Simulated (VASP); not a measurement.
# Ni3Pt: structure and properties in VASP, part 7 of 15

What structure does Ni3Pt take at this level, and what are its properties? The start is a computed cell from the Materials Project.

VASP 6.6.1, plane waves and PAW; the level of theory is named at each step.

Still holding for the runs below: The k-mesh is coarse for a metal.

So far, largest spin moment in the PAW sphere (μB): step 2 (magnetic order: ferromagnetic) 0.877; step 4 (magnetic order: antiferromagnetic, q = (0, 0, 1/2)) 0.736; step 5 (magnetic order: antiferromagnetic, q = (1/2, 1/2, 1/2)) 0.583; step 6 (magnetic order: antiferromagnetic, q = (1/2, 1/2, 0)) 0.708.

### 8. Relaxing cell and atoms (r2SCAN + rVV10)

This step: r2SCAN with rVV10, spin-polarised from a ferromagnetic start; plane waves and PAW (Ni, Pt) (VASP 6.6.1).

System of this step: Ni3Pt. The structure is cubic, space group Pm-3m (No. 221). The conventional cell has a = 3.625 Å, b = 3.625 Å, c = 3.625 Å, α = 90.00°, β = 90.00°, γ = 90.00°. Nearest to Ni lie 8 Ni at 2.56 Å and 4 Pt at 2.56 Å. Nearest to Pt lie 12 Ni at 2.56 Å. Farther neighbours are not listed.

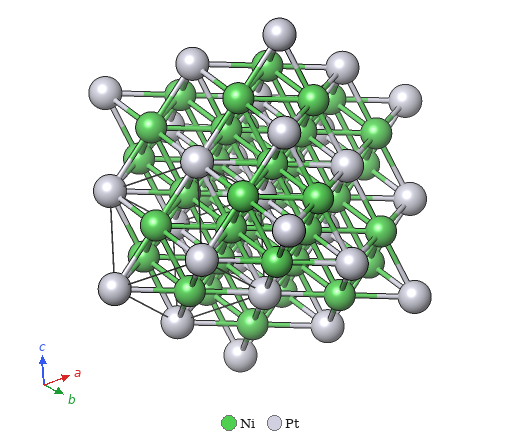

The cell of this step (nickel green, platinum light grey). 2×2×2 cells are drawn. Some periodic images of atoms are drawn too.

The start need not lie at this functional's minimum. ISIF = 3 frees volume, shape and positions, and EDIFFG sets the threshold on forces and stress at which the search stops.

Contents of INCAR:

```
SYSTEM = Ni3Pt
PREC = Accurate
ENCUT = 400
EDIFF = 1E-06
NELM = 100
ISMEAR = 1
SIGMA = 0.2
LREAL = .FALSE.
ALGO = Normal
METAGGA = R2SCAN
LUSE_VDW = .TRUE.
IVDW_NL = 2
BPARAM = 11.95
CPARAM = 0.0093
LASPH = .TRUE.
NBANDS = 30
ISPIN = 2
MAGMOM = 0.88 0.88 0.88 0.34
LMAXMIX = 4
LORBIT = 11
LWAVE = .FALSE.
LCHARG = .FALSE.
KPAR = 8
IBRION = 2
NSW = 60
ISIF = 3
EDIFFG = -0.01
```

Contents of POSCAR:

```
Ni3Pt
1.0
    3.6245667900      0.0000000000      0.0000000000
    0.0000000000      3.6245667900      0.0000000000
    0.0000000000      0.0000000000      3.6245667900
Ni Pt
3 1
Direct
    0.5000000000      0.0000000000      0.5000000000
    0.0000000000      0.5000000000      0.5000000000
    0.5000000000      0.5000000000      0.0000000000
    0.0000000000      0.0000000000      0.0000000000
```

Contents of KPOINTS:

```
Automatic mesh
0
Gamma
6 6 6
0 0 0
```

The projector-augmented-wave data sets are Ni and Pt (PBE family, release 64).

Started as:

```console
$ mpirun -np 8 vasp_std
```

Output:

```text
[... set-up lines as in an earlier step ...]
 entering main loop
       N       E                     dE             d eps       ncg     rms          rms(c)
Total rVV10 correction in eV:      0.9634267    45.9826634
Total rVV10 correction in eV:      0.9634267    45.9826634
Total rVV10 correction in eV:      0.9634267    45.9826634
Total rVV10 correction in eV:      0.9634267    45.9826634
Total rVV10 correction in eV:      0.9634267    45.9826634
Total rVV10 correction in eV:      0.9634267    45.9826634
Total rVV10 correction in eV:      0.9634267    45.9826634
Total rVV10 correction in eV:      0.9634267    45.9826634
DAV:   1     0.183771359169E+03    0.18377E+03   -0.15537E+04  2480   0.150E+03
DAV:   2    -0.800921766248E+02   -0.26386E+03   -0.24836E+03  2442   0.321E+02
DAV:   3    -0.967700083032E+02   -0.16678E+02   -0.15985E+02  2658   0.100E+02
DAV:   4    -0.970431766039E+02   -0.27317E+00   -0.27285E+00  2738   0.125E+01
DAV:   5    -0.970538450789E+02   -0.10668E-01   -0.10668E-01  3058   0.214E+00    0.234E+01
Total rVV10 correction in eV:      0.8793500    45.9826631
Total rVV10 correction in eV:      0.8793500    45.9826631
Total rVV10 correction in eV:      0.8793500    45.9826631
Total rVV10 correction in eV:      0.8793500    45.9826631
Total rVV10 correction in eV:      0.8793500    45.9826631
Total rVV10 correction in eV:      0.8793500    45.9826631
Total rVV10 correction in eV:      0.8793500    45.9826631
Total rVV10 correction in eV:      0.8793500    45.9826631
DAV:   6    -0.907642646761E+02    0.62896E+01   -0.36158E+01  2634   0.108E+02    0.250E+01
Total rVV10 correction in eV:      0.8969018    45.9826633
Total rVV10 correction in eV:      0.8969018    45.9826633
Total rVV10 correction in eV:      0.8969018    45.9826633
Total rVV10 correction in eV:      0.8969018    45.9826633
Total rVV10 correction in eV:      0.8969018    45.9826633
Total rVV10 correction in eV:      0.8969018    45.9826633
Total rVV10 correction in eV:      0.8969018    45.9826633
Total rVV10 correction in eV:      0.8969018    45.9826633
DAV:   7    -0.870073976553E+02    0.37569E+01   -0.24463E+01  3008   0.764E+01    0.862E+00
Total rVV10 correction in eV:      0.8963531    45.9826631
Total rVV10 correction in eV:      0.8963531    45.9826631
Total rVV10 correction in eV:      0.8963531    45.9826631
Total rVV10 correction in eV:      0.8963531    45.9826631
Total rVV10 correction in eV:      0.8963531    45.9826631
Total rVV10 correction in eV:      0.8963531    45.9826631
Total rVV10 correction in eV:      0.8963531    45.9826631
Total rVV10 correction in eV:      0.8963531    45.9826631
DAV:   8    -0.868716218698E+02    0.13578E+00   -0.70711E-01  3140   0.101E+01    0.428E+00
Total rVV10 correction in eV:      0.8926368    45.9826631
Total rVV10 correction in eV:      0.8926368    45.9826631
Total rVV10 correction in eV:      0.8926368    45.9826631
Total rVV10 correction in eV:      0.8926368    45.9826631
Total rVV10 correction in eV:      0.8926368    45.9826631
Total rVV10 correction in eV:      0.8926368    45.9826631
Total rVV10 correction in eV:      0.8926368    45.9826631
Total rVV10 correction in eV:      0.8926368    45.9826631
DAV:   9    -0.868296008023E+02    0.42021E-01   -0.26749E-01  3534   0.754E+00    0.142E+00
Total rVV10 correction in eV:      0.8903638    45.9826631
Total rVV10 correction in eV:      0.8903638    45.9826631
Total rVV10 correction in eV:      0.8903638    45.9826631
Total rVV10 correction in eV:      0.8903638    45.9826631
Total rVV10 correction in eV:      0.8903638    45.9826631
Total rVV10 correction in eV:      0.8903638    45.9826631
Total rVV10 correction in eV:      0.8903638    45.9826631
Total rVV10 correction in eV:      0.8903638    45.9826631
DAV:  10    -0.868292303586E+02    0.37044E-03   -0.46607E-02  2564   0.215E+00    0.616E-01
Total rVV10 correction in eV:      0.8880969    45.9826630
Total rVV10 correction in eV:      0.8880969    45.9826630
Total rVV10 correction in eV:      0.8880969    45.9826630
Total rVV10 correction in eV:      0.8880969    45.9826630
Total rVV10 correction in eV:      0.8880969    45.9826630
Total rVV10 correction in eV:      0.8880969    45.9826630
Total rVV10 correction in eV:      0.8880969    45.9826630
Total rVV10 correction in eV:      0.8880969    45.9826630
DAV:  11    -0.868286053547E+02    0.62500E-03   -0.12138E-02  2760   0.974E-01    0.242E-01
Total rVV10 correction in eV:      0.8873664    45.9826630
Total rVV10 correction in eV:      0.8873664    45.9826630
Total rVV10 correction in eV:      0.8873664    45.9826630
Total rVV10 correction in eV:      0.8873664    45.9826630
Total rVV10 correction in eV:      0.8873664    45.9826630
Total rVV10 correction in eV:      0.8873664    45.9826630
Total rVV10 correction in eV:      0.8873664    45.9826630
Total rVV10 correction in eV:      0.8873664    45.9826630
DAV:  12    -0.868290271331E+02   -0.42178E-03   -0.13327E-03  2842   0.590E-01    0.128E-01
Total rVV10 correction in eV:      0.8874890    45.9826630
Total rVV10 correction in eV:      0.8874890    45.9826630
Total rVV10 correction in eV:      0.8874890    45.9826630
Total rVV10 correction in eV:      0.8874890    45.9826630
Total rVV10 correction in eV:      0.8874890    45.9826630
Total rVV10 correction in eV:      0.8874890    45.9826630
Total rVV10 correction in eV:      0.8874890    45.9826630
Total rVV10 correction in eV:      0.8874890    45.9826630
DAV:  13    -0.868290063798E+02    0.20753E-04   -0.18127E-04  2638   0.133E-01    0.776E-02
Total rVV10 correction in eV:      0.8876411    45.9826630
Total rVV10 correction in eV:      0.8876411    45.9826630
Total rVV10 correction in eV:      0.8876411    45.9826630
Total rVV10 correction in eV:      0.8876411    45.9826630
Total rVV10 correction in eV:      0.8876411    45.9826630
Total rVV10 correction in eV:      0.8876411    45.9826630
Total rVV10 correction in eV:      0.8876411    45.9826630
Total rVV10 correction in eV:      0.8876411    45.9826630
DAV:  14    -0.868290143548E+02   -0.79750E-05   -0.57798E-05  2792   0.710E-02    0.305E-02
Total rVV10 correction in eV:      0.8877145    45.9826630
Total rVV10 correction in eV:      0.8877145    45.9826630
Total rVV10 correction in eV:      0.8877145    45.9826630
Total rVV10 correction in eV:      0.8877145    45.9826630
Total rVV10 correction in eV:      0.8877145    45.9826630
Total rVV10 correction in eV:      0.8877145    45.9826630
Total rVV10 correction in eV:      0.8877145    45.9826630
Total rVV10 correction in eV:      0.8877145    45.9826630
DAV:  15    -0.868290227298E+02   -0.83750E-05   -0.22166E-05  3110   0.501E-02    0.885E-03
[...]
Total rVV10 correction in eV:      0.8730336    45.9826714
Total rVV10 correction in eV:      0.8730336    45.9826714
Total rVV10 correction in eV:      0.8730336    45.9826714
Total rVV10 correction in eV:      0.8730336    45.9826714
Total rVV10 correction in eV:      0.8730336    45.9826714
Total rVV10 correction in eV:      0.8730336    45.9826714
   2 F= -.86823028E+02 E0= -.86825091E+02  d E =0.599951E-02  mag=     2.8926
 trial-energy change:    0.006000  1 .order    0.005942   -0.018771    0.030655
 step:   0.3781(harm=  0.3798)  dis= 0.00000  next Energy=   -86.832574 (dE=-0.355E-02)
 bond charge predicted
       N       E                     dE             d eps       ncg     rms          rms(c)
Total rVV10 correction in eV:      0.8739506    45.9826714
Total rVV10 correction in eV:      0.8739506    45.9826714
Total rVV10 correction in eV:      0.8739506    45.9826714
Total rVV10 correction in eV:      0.8739506    45.9826714
Total rVV10 correction in eV:      0.8739506    45.9826714
Total rVV10 correction in eV:      0.8739506    45.9826714
Total rVV10 correction in eV:      0.8739506    45.9826714
Total rVV10 correction in eV:      0.8739506    45.9826714
DAV:   1    -0.869949014325E+02   -0.17187E+00   -0.17033E+00  2670   0.173E+01    0.351E+00
Total rVV10 correction in eV:      0.8870845    45.9826668
Total rVV10 correction in eV:      0.8870845    45.9826668
Total rVV10 correction in eV:      0.8870845    45.9826668
Total rVV10 correction in eV:      0.8870845    45.9826668
Total rVV10 correction in eV:      0.8870845    45.9826668
Total rVV10 correction in eV:      0.8870845    45.9826668
Total rVV10 correction in eV:      0.8870845    45.9826668
Total rVV10 correction in eV:      0.8870845    45.9826668
DAV:   2    -0.869376684101E+02    0.57233E-01   -0.98017E-01  2682   0.195E+01    0.323E+00
Total rVV10 correction in eV:      0.8834780    45.9826667
Total rVV10 correction in eV:      0.8834780    45.9826667
Total rVV10 correction in eV:      0.8834780    45.9826667
Total rVV10 correction in eV:      0.8834780    45.9826667
Total rVV10 correction in eV:      0.8834780    45.9826667
Total rVV10 correction in eV:      0.8834780    45.9826667
Total rVV10 correction in eV:      0.8834780    45.9826667
Total rVV10 correction in eV:      0.8834780    45.9826667
DAV:   3    -0.868368720802E+02    0.10080E+00   -0.28620E-01  2890   0.124E+01    0.100E+00
Total rVV10 correction in eV:      0.8832858    45.9826668
Total rVV10 correction in eV:      0.8832858    45.9826668
Total rVV10 correction in eV:      0.8832858    45.9826668
Total rVV10 correction in eV:      0.8832858    45.9826668
Total rVV10 correction in eV:      0.8832858    45.9826668
Total rVV10 correction in eV:      0.8832858    45.9826668
Total rVV10 correction in eV:      0.8832858    45.9826668
Total rVV10 correction in eV:      0.8832858    45.9826668
DAV:   4    -0.868339526941E+02    0.29194E-02   -0.15769E-02  3394   0.178E+00    0.451E-01
Total rVV10 correction in eV:      0.8827009    45.9826668
Total rVV10 correction in eV:      0.8827009    45.9826668
Total rVV10 correction in eV:      0.8827009    45.9826668
Total rVV10 correction in eV:      0.8827009    45.9826668
Total rVV10 correction in eV:      0.8827009    45.9826668
Total rVV10 correction in eV:      0.8827009    45.9826668
Total rVV10 correction in eV:      0.8827009    45.9826668
Total rVV10 correction in eV:      0.8827009    45.9826668
DAV:   5    -0.868327908876E+02    0.11618E-02   -0.14814E-03  3254   0.395E-01    0.250E-01
Total rVV10 correction in eV:      0.8823209    45.9826668
Total rVV10 correction in eV:      0.8823209    45.9826668
Total rVV10 correction in eV:      0.8823209    45.9826668
Total rVV10 correction in eV:      0.8823209    45.9826668
Total rVV10 correction in eV:      0.8823209    45.9826668
Total rVV10 correction in eV:      0.8823209    45.9826668
Total rVV10 correction in eV:      0.8823209    45.9826668
Total rVV10 correction in eV:      0.8823209    45.9826668
DAV:   6    -0.868325023153E+02    0.28857E-03   -0.67639E-04  2754   0.261E-01    0.837E-02
Total rVV10 correction in eV:      0.8823600    45.9826668
Total rVV10 correction in eV:      0.8823600    45.9826668
Total rVV10 correction in eV:      0.8823600    45.9826668
Total rVV10 correction in eV:      0.8823600    45.9826668
Total rVV10 correction in eV:      0.8823600    45.9826668
Total rVV10 correction in eV:      0.8823600    45.9826668
Total rVV10 correction in eV:      0.8823600    45.9826668
Total rVV10 correction in eV:      0.8823600    45.9826668
DAV:   7    -0.868325215207E+02   -0.19205E-04   -0.98704E-05  3016   0.991E-02    0.434E-02
Total rVV10 correction in eV:      0.8822560    45.9826668
Total rVV10 correction in eV:      0.8822560    45.9826668
Total rVV10 correction in eV:      0.8822560    45.9826668
Total rVV10 correction in eV:      0.8822560    45.9826668
Total rVV10 correction in eV:      0.8822560    45.9826668
Total rVV10 correction in eV:      0.8822560    45.9826668
Total rVV10 correction in eV:      0.8822560    45.9826668
Total rVV10 correction in eV:      0.8822560    45.9826668
DAV:   8    -0.868325258814E+02   -0.43607E-05   -0.23094E-05  3208   0.670E-02    0.208E-02
Total rVV10 correction in eV:      0.8822168    45.9826668
Total rVV10 correction in eV:      0.8822168    45.9826668
Total rVV10 correction in eV:      0.8822168    45.9826668
Total rVV10 correction in eV:      0.8822168    45.9826668
Total rVV10 correction in eV:      0.8822168    45.9826668
Total rVV10 correction in eV:      0.8822168    45.9826668
Total rVV10 correction in eV:      0.8822168    45.9826668
Total rVV10 correction in eV:      0.8822168    45.9826668
DAV:   9    -0.868325316169E+02   -0.57355E-05   -0.45277E-06  2566   0.257E-02    0.731E-03
Total rVV10 correction in eV:      0.8821967    45.9826668
Total rVV10 correction in eV:      0.8821967    45.9826668
Total rVV10 correction in eV:      0.8821967    45.9826668
Total rVV10 correction in eV:      0.8821967    45.9826668
Total rVV10 correction in eV:      0.8821967    45.9826668
Total rVV10 correction in eV:      0.8821967    45.9826668
Total rVV10 correction in eV:      0.8821967    45.9826668
Total rVV10 correction in eV:      0.8821967    45.9826668
DAV:  10    -0.868325346802E+02   -0.30633E-05   -0.10436E-06  1322   0.180E-02    0.268E-03
Total rVV10 correction in eV:      0.8821926    45.9826668
Total rVV10 correction in eV:      0.8821926    45.9826668
Total rVV10 correction in eV:      0.8821926    45.9826668
Total rVV10 correction in eV:      0.8821926    45.9826668
Total rVV10 correction in eV:      0.8821926    45.9826668
Total rVV10 correction in eV:      0.8821926    45.9826668
Total rVV10 correction in eV:      0.8821926    45.9826668
Total rVV10 correction in eV:      0.8821926    45.9826668
DAV:  11    -0.868325350635E+02   -0.38331E-06   -0.28258E-07  1290   0.495E-03
Total rVV10 correction in eV:      0.8821925    45.9826668
Total rVV10 correction in eV:      0.8821925    45.9826668
Total rVV10 correction in eV:      0.8821925    45.9826668
Total rVV10 correction in eV:      0.8821925    45.9826668
Total rVV10 correction in eV:      0.8821925    45.9826668
Total rVV10 correction in eV:      0.8821925    45.9826668
Total rVV10 correction in eV:      0.8821925    45.9826668
Total rVV10 correction in eV:      0.8821925    45.9826668
Total rVV10 correction in eV:      0.8821904    45.9826668
Total rVV10 correction in eV:      0.8821904    45.9826668
Total rVV10 correction in eV:      0.8821904    45.9826668
Total rVV10 correction in eV:      0.8821904    45.9826668
Total rVV10 correction in eV:      0.8821904    45.9826668
Total rVV10 correction in eV:      0.8821904    45.9826668
Total rVV10 correction in eV:      0.8821904    45.9826668
Total rVV10 correction in eV:      0.8821904    45.9826668
   3 F= -.86832535E+02 E0= -.86834506E+02  d E =-.350718E-02  mag=     2.8929
 curvature:  -0.19 expect dE=-0.856E-06 dE for cont linesearch -0.856E-06
 trial: gam=-0.01526 g(F)=  0.650E-64 g(S)=  0.451E-05 ort = 0.291E-03 (trialstep = 0.876E+00)
 search vector abs. value=  0.118E-08
 reached required accuracy - stopping structural energy minimisation
```

Wall time 3.7 min (8 MPI ranks of AMD EPYC 7R43, shared host); peak memory 1.8 GiB.

From OUTCAR (step 8):

```text
   NELECT =      40.0000    total number of electrons

 E-fermi :  10.0632

 spin component 1
 k-point     1 :       0.0000    0.0000    0.0000
  band No.  band energies     occupation
    ...
     17       9.4269      1.00003
     18       9.4269      1.00003
     19       9.7486      1.02433
     20       9.7486      1.02433
     21       9.7486      1.02433
     22      12.3561     -0.00000
     23      12.3561     -0.00000
     24      12.3561     -0.00000
     25      18.4773      0.00000
     26      20.8608      0.00000
    ...

 k-point     2 :       0.1667    0.0000    0.0000
  band No.  band energies     occupation
    ...
     17       9.1252      1.00000
     18       9.1252      1.00000
     19       9.1935      1.00000
     20       9.2908      1.00000
     21       9.7376      1.02179
     22      10.8289     -0.00000
     23      13.5357     -0.00000
     24      13.5357     -0.00000
     25      19.1087      0.00000
     26      20.5495      0.00000
    ...

  Total       -0.0111651     -0.0111651     -0.0111651      0.0000000     -0.0000000      0.0000000
  in kB       -0.3793954     -0.3793954     -0.3793954      0.0000000     -0.0000000      0.0000000
  external PRESSURE =      -0.3793954 kB  Pullay stress =       0.0000000 kB

 POSITION                                       TOTAL-FORCE (eV/Angst)
 -----------------------------------------------------------------------------------
      1.80633      0.00000      1.80633        -0.000000     -0.000000      0.000000
     -0.00000      1.80633      1.80633         0.000000     -0.000000      0.000000
      1.80633      1.80633      0.00000        -0.000000      0.000000      0.000000
      0.00000      0.00000      0.00000        -0.000000      0.000000      0.000000
 -----------------------------------------------------------------------------------
    total drift:                                0.000000     -0.000000     -0.000000

  FREE ENERGIE OF THE ION-ELECTRON SYSTEM (eV)
  ---------------------------------------------------
  free  energy   TOTEN  =       -86.8325350635 eV

  energy  without entropy=      -86.8384477383  energy(sigma->0) =      -86.83450596

 reached required accuracy - stopping structural energy minimisation

 magnetization (x)
# of ion       s       p       d       tot
------------------------------------------
    1       -0.005  -0.029   0.908   0.874
    2       -0.005  -0.029   0.908   0.874
    3       -0.005  -0.029   0.908   0.874
    4       -0.010  -0.052   0.401   0.339
--------------------------------------------------
tot         -0.026  -0.139   3.127   2.962

[... 7 parts as in an earlier step ...]

[... 15 further parts left out ...]
```

The magnetic order is the lowest of the few collinear ones that converged above; longer or canted patterns were not tried. The run keeps the 48 symmetry operations of its start, so it cannot find a distortion of lower symmetry.

Relaxation path:

| step | energy less that of the first step (eV) | largest force (eV/Å) | pressure (GPa) | volume (Å³) |
| --- | --- | --- | --- | --- |
| 1 | 0.0000 | 0.0000 | -2.42 | 47.62 |
| 2 | 0.0060 | 0.0000 | 4.06 | 46.39 |
| 3 | -0.0035 | 0.0000 | -0.04 | 47.15 |

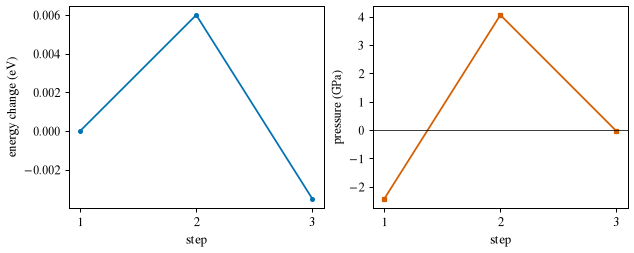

Energy and pressure along the relaxation.

| conventional cell, symmetrised | before | after | change |
| --- | --- | --- | --- |
| a (Å) | 3.625 | 3.613 | -0.3 % |
| b (Å) | 3.625 | 3.613 | -0.3 % |
| c (Å) | 3.625 | 3.613 | -0.3 % |
| volume (Å³/atom) | 11.90 | 11.79 | -1.0 % |

The relaxed structure:

```xyz
4
Lattice="3.6127 0.0000 0.0000 0.0000 3.6127 0.0000 0.0000 0.0000 3.6127" Properties=species:S:1:pos:R:3 pbc="T T T"
Ni    1.8063    0.0000    1.8063
Ni    0.0000    1.8063    1.8063
Ni    1.8063    1.8063    0.0000
Pt    0.0000    0.0000    0.0000
```

Numbers from this step:

```yaml
electrons: 40
bands: 30
irreducible_k_points: 20
symmetry_operations: 48
free_energy_toten: -86.8325 eV
energy_at_zero_smearing: -86.8345 eV
fermi_energy: 10.06 eV
pressure: -0.03794 GPa
scf_cycles_over_all_ionic_steps: 39
```

Spin moment in the PAW sphere by atom:

| atom | spin moment in the PAW sphere (μB) |
| --- | --- |
| Ni1 | 0.874 |
| Ni2 | 0.874 |
| Ni3 | 0.874 |
| Pt4 | 0.339 |

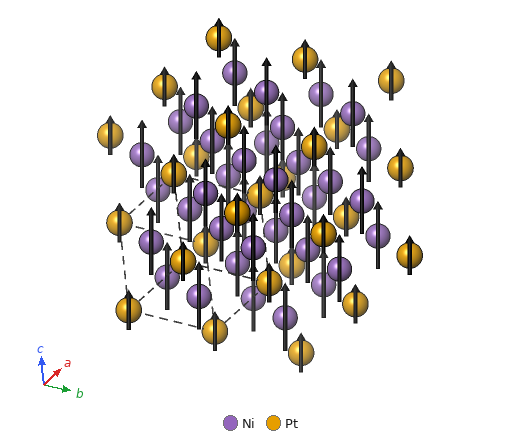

Spin moment in the PAW sphere as arrows, the longest 0.874 μB. Up and down stand for the sign. Arrows give size and sign along the axis of quantisation, drawn up and down the page. Each arrow also spans its atom, so small moments look longer than they are. 2×2×2 cells are drawn. Some periodic images of atoms are drawn too.

It ends with forces that vanish by symmetry and a pressure of -0.04 GPa.

[end of part 7 of 15]

[Lines on the potential files, build, host, timing and source positions are cut from VASP's logs without a mark.]

[Logs are printed without paths, hosts, clocks, repeated set-up lines and the standing remarks that a program may print on its own settings, such as how far it seeks lower states.]

[Hosts, paths, dates, database ids (printed as entryN), source tags and the programs' standing remarks are cut or masked in the printed files.]

[A measured line is paired with the nearest computed mode of its activity, which favours agreement.]

[In band tables of VASP the shares of atoms and orbitals are scaled to a sum of 1 inside the atoms' spheres.]
